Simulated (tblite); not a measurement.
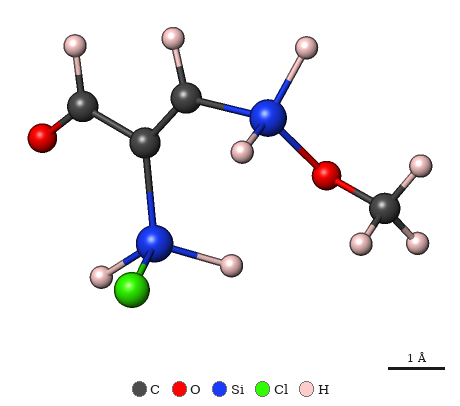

Starting structure of C₄H₉ClO₂Si₂. Style: ball-and-stick. Shown from a free direction.

Level of theory: GFN2-xTB geometry optimisation, gas phase (tblite 0.8.0).

```xyz
18

C     2.5110   -1.7574   -0.7026
O     1.7029   -0.6953   -0.1932
Si    0.5925   -1.0646    0.9894
C    -0.5840    0.3465    1.2453
C    -1.2004    1.1404    0.3654
C    -2.0827    2.1915    0.9480
O    -2.6578    3.0541    0.2959
Si   -1.1018    1.1459   -1.4753
Cl   -1.9563   -0.6548   -2.0016
H     3.1032   -2.2219    0.0887
H     3.1819   -1.3336   -1.4474
H     1.8803   -2.5116   -1.2006
H    -0.1774   -2.2655    0.5933
H     1.2922   -1.3490    2.2528
H    -0.7470    0.4846    2.3211
H    -2.1820    2.1677    2.0618
H    -1.8723    2.2058   -2.1743
H     0.2889    1.1235   -1.9782
```

### Where does the relaxation end?

Cl9 moves most after the best rigid fit: 0.83 Å. By element the largest moves are Cl 0.83 Å, H 0.67 Å, O 0.54 Å, C 0.37 Å, Si 0.28 Å. Near-neighbour distances that change, for instance: C5–Si8 1.843 → 1.898 Å, O2–Si3 1.664 → 1.618 Å, Si8–Cl9 2.061 → 2.022 Å, C1–O2 1.428 → 1.396 Å. Bond angles that change, for instance: C1–O2–Si3 117.8° → 129.3°, O2–Si3–C4 110.6° → 101.4°, C5–Si8–H17 116.4° → 110.1°. Groups turn about C5–Si8 by about 25°. The energy falls by 27.9 kJ/mol in 99 geometry steps.

Step by step:

```csv
step,"E − E(0), kJ/mol"
0,0.00
1,-10.72
2,-13.75
3,-14.83
4,-15.50
5,-16.03
6,-16.54
7,-16.94
8,-17.26
9,-17.57
10,-17.93
15,-19.67
19,-20.87
24,-21.80
29,-22.37
33,-23.13
38,-24.12
43,-24.98
47,-25.44
52,-25.86
57,-26.17
62,-26.84
66,-27.14
71,-27.37
76,-27.66
80,-27.77
85,-27.83
90,-27.86
94,-27.88
99,-27.89
```

Final geometry:

```xyz
18

C     2.2657   -1.5299   -0.8612
O     1.3652   -0.7826   -0.0994
Si    0.4458   -1.2491    1.1482
C    -0.6545    0.2598    1.3848
C    -1.1400    1.0802    0.4424
C    -1.8858    2.2673    0.8584
O    -2.1650    3.1841    0.1260
Si   -0.9029    0.9526   -1.4363
Cl   -1.1920   -0.9691   -1.9953
H     3.0390   -1.9737   -0.2305
H     2.7318   -0.8601   -1.5845
H     1.7440   -2.3274   -1.3937
H    -0.3511   -2.4491    0.8800
H     1.2665   -1.4632    2.3461
H    -0.9037    0.4885    2.4176
H    -2.1670    2.2905    1.9315
H    -1.9435    1.7043   -2.1252
H     0.4386    1.3830   -1.8203
```

The end point in the same view:

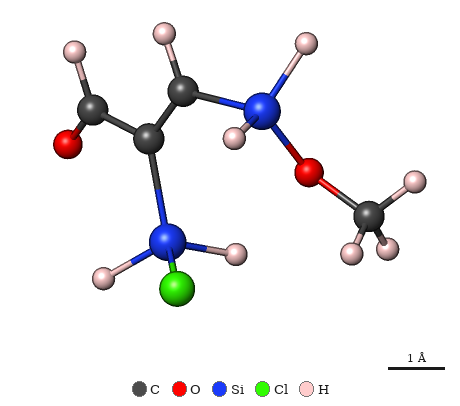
